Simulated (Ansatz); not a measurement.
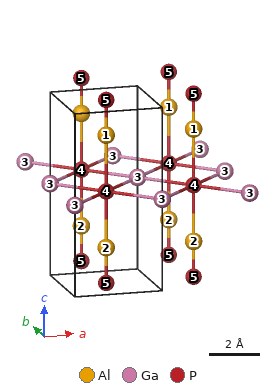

Starting structure of solid Al2GaP2 (a generated structure, set up in P4/mmm) (coarse preliminary run). A ball-and-stick model of the cell of the calculation, repeated 2 × 2 × 1 with one cell outlined, seen slightly off an axis.

All numbers below come from DFT PBE, scalar-relativistic, plane waves, PAW (Ansatz 0.2.0).

Input
```yaml
crystal:
  lattice:
    - [3.67271032, 0.0, 0.0]
    - [0.0, 3.67271032, 0.0]
    - [0.0, 0.0, 7.64056329]
  atoms:
    - { symbol: Al, position: [0.5, 0.5, 0.80704431] }
    - { symbol: Al, position: [0.5, 0.5, 0.19295569] }
    - { symbol: Ga, position: [0.0, 0.0, 0.5] }
    - { symbol: P, position: [0.5, 0.5, 0.5] }
    - { symbol: P, position: [0.5, 0.5, 0.0] }
basis:
  ecutwfc: 420
kpoints:
  mp_grid: { grid: [6, 6, 2] }
hamiltonian:
  xc: pbe
scf:
  occupations: { method: gaussian, width: 0.1 }
  lower_state_search: "off"
output:
  forces: true
  stress: true
  eigenvalues: true
relax:
  adjacent_minimum: "off"
  f_tol: 0.04
  max_steps: 70
  cell: { stress_tol: 0.4 }
```

Command:
```bash
ansatz run input.yaml --threads 1 --pin off --max-ram 2560MiB --backend cpu --events-out ev --progress --plain --runs-dir out
```

Q: Predict the outcome.

A: The largest moves relative to the cell, 0.49 Å, are those of Al1 and Al2. Al2 goes along +c. Ga and P stay in place. The drawn cell changes as follows: a = b 3.673 → 3.361 Å (−8.5 %), c 7.641 → 9.656 Å (+26.4 %); the volume changes by +5.9 %. Some distances before and after: Al1–P5 1.474 → 2.353 Å, Ga3–P4 2.597 → 2.377 Å, Al1–P4 2.346 → 2.475 Å. The space group stays P4/mmm (No. 123). The energy falls by 21.111 eV per cell of the calculation in 10 accepted moves (12 points after the start). The largest force component goes from 45 to 0.0021 eV/Å. Pressure: 68.29 GPa at the start and 0.01 GPa at the end. The SCF was repeated twice at an unchanged geometry on a basis and grid sized afresh for the cell, which shifted the energy by 70.3 meV per cell of the calculation at most. Cost: 49 s on 1 thread of Arm Neoverse V1 (shared host), peak memory 0.37 GiB.

Final geometry:

```
CELL_PARAMETERS angstrom
3.36141 0.00000 0.00000
0.00000 3.36141 0.00000
0.00000 0.00000 9.65617
ATOMIC_POSITIONS crystal
Al 0.50000 0.50000 0.75635
Al 0.50000 0.50000 0.24365
Ga 0.00000 0.00000 0.50000
P 0.50000 0.50000 0.50000
P 0.50000 0.50000 0.00000
```

After the run, drawn alike:

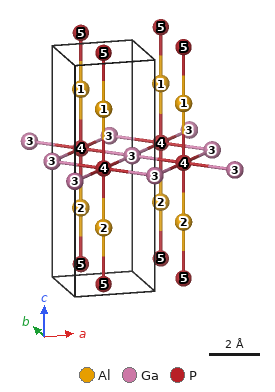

Limits of the set-up: the k-point mesh is coarse for a cell with partly filled bands.
